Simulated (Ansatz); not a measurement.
# NH2 (SMILES [NH2]) at 6 levels

Aim: a comparison of 6 runs (UB3LYP/3-21G, U-r2SCAN0/6-31G*, U-revPBE/6-31G*, UPBE/6-31G*, UCCSD(T)/6-31G*, FCI/3-21G) of NH2. 

The calculation is run with Ansatz 0.2.0.

48 further runs of the same task are left out: 48 set aside as unsound or not needed.

**1. The molecule**

NH2 has 3 atoms, charge 0, and is taken as a doublet. SMILES: `[NH2]`. The H2–N1 distance was set to 1.268 Å, away from the relaxed value.

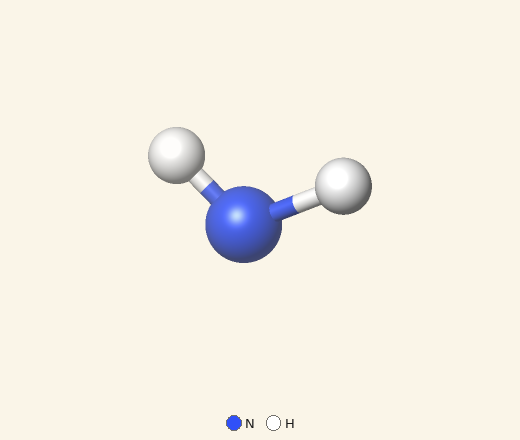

The structure, seen from a chosen angle (nitrogen blue, hydrogen white).

**2. The energy at UB3LYP/3-21G (run 1)**

File run.yaml:

```yaml
basis:
  gaussian:
    orbitals: 3-21G.json
crystal:
  periodic: [false, false, false]
  atoms:
    - {symbol: N, position_ang: [0.345084, -0.432856, 0.145602]}
    - {symbol: H, position_ang: [0.155580, 0.820260, 0.174790]}
    - {symbol: H, position_ang: [-0.424856, -0.888686, -0.332058]}
magnetization:
  spin_polarized: true
  initial_magnetization: 1
hamiltonian:
  xc: {name: B3LYP}
accuracy: high
```

The basis set 3-21G is read from a file made from the Basis Set Exchange's data (not shown).

Launch:

```console
$ ansatz run run.yaml --threads 1 --pin off --max-ram 2610MiB --events-out events.jsonl --progress --plain --runs-dir runs
```

Output:

```text
Warning: RAYON_NUM_THREADS=1 ignored (pool sized by the plan → 1); use --threads N
Functional definition: B3LYP
  name "B3LYP"
  parameter a0 = 0.2
  parameter ax = 0.72
  parameter ac = 0.81
  exchange = (1 - a0 - ax)*slater_x + ax*b88_x + a0*exact_x
  correlation = (1 - ac)*vwn_rpa_c + ac*lyp_c
248 factors; integrals over basis functions are off by at most 2.7e-9 eV
mean field evaluation 1: about -1509.7004 eV, gradient 1.8e1 eV
mean field evaluation 2: about -1508.9216 eV, gradient 2.2e1 eV
mean field evaluation 4: about -1511.1627 eV, gradient 1.7e-1 eV
mean field evaluation 8: about -1511.1580 eV, gradient 3.0e-3 eV
mean field evaluation 16: about -1511.1580 eV, gradient 2.2e-7 eV
mean field -1511.15798270 eV, -55.5340315646 hartree, gradient 3.8e-8 eV, S^2 0.753830; 0 other end points of the search recorded, 0 dependent functions left out
reference -1511.15800188 eV, -55.5340322695 hartree; 5, 4 occupied and 8, 9 virtual orbitals, 248 factors
Total energy: -1511.15800188 eV, -55.5340322695 hartree
```

Wall time 0.62 s (1 thread of Arm Neoverse V1, shared host).

**3. A single-point energy at U-r2SCAN0/6-31G(d) (spherical functions) (run 2)**

File job.yaml:

```yaml
crystal:
  periodic: [false, false, false]
  atoms:
    - {symbol: N, position_ang: [0.345084, -0.432856, 0.145602]}
    - {symbol: H, position_ang: [0.155580, 0.820260, 0.174790]}
    - {symbol: H, position_ang: [-0.424856, -0.888686, -0.332058]}
basis:
  gaussian:
    orbitals: 6-31G_st_-spherical.json
magnetization:
  spin_polarized: true
  initial_magnetization: 1
hamiltonian:
  xc: {name: r2SCAN0}
accuracy: high
```

The basis set 6-31G* is read from a file made from the Basis Set Exchange's data (not shown).

Launch:

```console
$ ansatz run job.yaml --threads 1 --pin off --max-ram 2610MiB --events-out events.jsonl --progress --plain --runs-dir runs
```

Output:

```text
Warning: RAYON_NUM_THREADS=1 ignored (pool sized by the plan → 1); use --threads N
Functional definition: r2SCAN0
  name "r2SCAN0"
  parameter a = 0.25
  parameter k0 = 0.174
  parameter k1 = 0.065
  parameter a1 = 4.9479
  exchange = (1 - a)*r2scan_x(k0 = k0, k1 = k1, a1 = a1) + a*exact_x
  correlation = r2scan_c
333 factors; integrals over basis functions are off by at most 4.4e-9 eV
mean field evaluation 1: about -1516.8908 eV, gradient 1.8e1 eV
mean field evaluation 2: about -1516.6097 eV, gradient 1.9e1 eV
mean field evaluation 4: about -1518.4268 eV, gradient 1.9e-1 eV
mean field evaluation 8: about -1518.4238 eV, gradient 1.2e-2 eV
mean field evaluation 16: about -1518.4238 eV, gradient 5.6e-6 eV
mean field -1518.42384292 eV, -55.8010470026 hartree, gradient 9.4e-8 eV, S^2 0.756929; 0 other end points of the search recorded, 0 dependent functions left out
reference -1518.42384338 eV, -55.8010470194 hartree; 5, 4 occupied and 13, 14 virtual orbitals, 333 factors
Total energy: -1518.42384338 eV, -55.8010470194 hartree
```

Run time: 1.8 s. Hardware: 1 thread of Arm Neoverse V1, shared host; peak memory 0.13 GiB.

**4. A single-point energy at U-revPBE/6-31G(d) (spherical functions) (run 3)**

File molecule.yaml:

```yaml
crystal:
  periodic: [false, false, false]
  atoms:
    - {symbol: N, position_ang: [0.345084, -0.432856, 0.145602]}
    - {symbol: H, position_ang: [0.155580, 0.820260, 0.174790]}
    - {symbol: H, position_ang: [-0.424856, -0.888686, -0.332058]}
basis:
  gaussian:
    orbitals: 6-31G_st_-spherical.json
magnetization:
  spin_polarized: true
  initial_magnetization: 1
hamiltonian:
  xc: {name: revPBE}
accuracy: high
```

The basis set 6-31G* is read from a file made from the Basis Set Exchange's data (not shown).

Launch:

```console
$ ansatz run molecule.yaml --threads 1 --pin off --max-ram 2610MiB --events-out events.jsonl --progress --plain --runs-dir runs
```

Output:

```text
Warning: RAYON_NUM_THREADS=1 ignored (pool sized by the plan → 1); use --threads N
Functional definition: revPBE
  name "revPBE"
  parameter kappa = 1.245
  parameter beta = 0.06672455060314922
  exchange = pbe_x(kappa = kappa, mu = beta*pi^2/3)
  correlation = pbe_c(beta = beta)
333 factors; integrals over basis functions are off by at most 4.4e-9 eV
mean field evaluation 1: about -1516.4494 eV, gradient 2.4e1 eV
mean field evaluation 2: about -1511.0696 eV, gradient 3.8e1 eV
mean field evaluation 4: about -1519.1472 eV, gradient 6.8e-1 eV
mean field evaluation 8: about -1519.1459 eV, gradient 6.0e-3 eV
mean field evaluation 16: about -1519.1459 eV, gradient 7.4e-7 eV
mean field -1519.14594202 eV, -55.8275836552 hartree, gradient 8.8e-9 eV, S^2 0.753924; 0 other end points of the search recorded, 0 dependent functions left out
reference -1519.14594359 eV, -55.8275837127 hartree; 5, 4 occupied and 13, 14 virtual orbitals, 333 factors
Total energy: -1519.14594359 eV, -55.8275837127 hartree
```

Run time: 0.7 s. Hardware: 1 thread of Arm Neoverse V1, shared host.

Runs 4 to 5 aren't shown in full; the table further down has their settings and results.

**5. The energy at FCI/3-21G (run 6)**

File molecule.yaml:

```yaml
crystal:
  periodic: [false, false, false]
  atoms:
    - {symbol: "N", position_ang: [0.345084, -0.432856, 0.145602]}
    - {symbol: H, position_ang: [0.155580, 0.820260, 0.174790]}
    - {symbol: H, position_ang: [-0.424856, -0.888686, -0.332058]}
basis:
  gaussian:
    orbitals: 3-21G.json
magnetization:
  spin_polarized: true
  initial_magnetization: 1
correlation:
  method: fci
  frozen_orbitals: {H: 0, "N": 1}
accuracy: high
```

The basis set 3-21G is read from a file made from the Basis Set Exchange's data (not shown).

Launch:

```console
$ ansatz run molecule.yaml --threads 1 --pin off --max-ram 2610MiB --events-out events.jsonl --progress --plain --runs-dir runs
```

Output:

```text
Warning: RAYON_NUM_THREADS=1 ignored (pool sized by the plan → 1); use --threads N
Functional definition: HF
  name "HF"
  exchange = exact_x
  correlation = 0
248 factors; integrals over basis functions are off by at most 2.7e-9 eV
mean field evaluation 1: about -1502.0489 eV, gradient 9.0e0 eV
mean field evaluation 2: about -1502.0481 eV, gradient 9.0e0 eV
mean field evaluation 4: about -1502.5010 eV, gradient 9.5e-1 eV
mean field evaluation 8: about -1502.5198 eV, gradient 1.8e-2 eV
mean field evaluation 16: about -1502.5198 eV, gradient 1.2e-8 eV
mean field -1502.51977258 eV, -55.2165831977 hartree, gradient 1.2e-8 eV, S^2 0.776487; 0 other end points of the search recorded, 0 dependent functions left out
1 core orbitals not correlated: weight in the atoms' cores, before any rotation towards them, 1.000 or more for the frozen orbitals, at most 0.000 for the correlated occupied ones
reference -1502.44015586 eV, -55.2136573374 hartree; 4, 3 occupied and 8, 9 virtual orbitals, 248 factors
state -1505.41533167 eV, -55.3229930318 hartree
Total energy: -1505.41533167 eV, -55.3229930318 hartree
```

Run time: 0.54 s. Hardware: 1 thread of Arm Neoverse V1, shared host.

**6. Overview of the runs**

| run | level | frozen core orbitals | energy (Eh) | ⟨S²⟩ | wall time |
| --- | --- | --- | --- | --- | --- |
| 1 | UB3LYP/3-21G | – | -55.534032 | 0.754 | 0.62 s |
| 2 | U-r2SCAN0/6-31G* (spherical functions) | – | -55.801047 | 0.757 | 1.8 s |
| 3 | U-revPBE/6-31G* (spherical functions) | – | -55.827584 | 0.754 | 0.7 s |
| 4 | UPBE/6-31G* (spherical functions) | – | -55.769478 | 0.754 | 0.73 s |
| 5 | UCCSD(T)/6-31G* (spherical functions) | 1 | -55.682364 | 0.773 | 0.32 s |
| 6 | FCI/3-21G | 1 | -55.322993 | – | 0.54 s |

**7. Results**

| quantity | value |
| --- | --- |
| run 6: total energy | -55.32299 Eh |
| run 6: correlation energy (1 core orbital frozen) | -109.3 mEh |

Totals of different functionals can't be ranked against each other. All runs together took 4.7 s, the longest 1.8 s.
